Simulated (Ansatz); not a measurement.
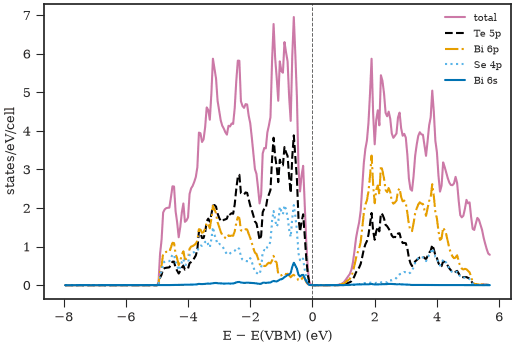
Figure: Total and projected density of states of Bi₂Te₂Se in space group R-3m (No. 166; Bi on 6c, Te on 6c, Se on 3a), plane-wave PAW r²SCAN (Ansatz code)

**Question.** Which orbitals carry the states next to the gap?

**Answer.** Top 1 eV of the valence band: Te 5p 57 %, Se 4p 30 %, Bi 6s 6 %. Bottom 1 eV of the conduction band: Bi 6p 58 %, Te 5p 28 %. Projections are on Löwdin-orthogonalised atomic valence shells; empty p or d shells of many metals are not among them.

**Question.** Where is the tallest occupied peak in this window, and what makes it?

**Answer.** Near -0.6 eV, about 7.0 states/eV per cell; the largest projected share is Te 5p.

The first step of the workflow began from a Materials Project structure, measured or hypothetical; the Crystallography Open Database copy checked does not list it. Whether it is the stable phase at ambient conditions was not checked. Symmetry was held in the r²SCAN relaxation; its stability against distortions is not shown here. A crystal of weakly bound layers computed without a dispersion correction: the cell and the soft elastic constants depend strongly on that. Spin–orbit coupling is left out wherever it is not named.

Potentials: the later of the program's two PAW sets.
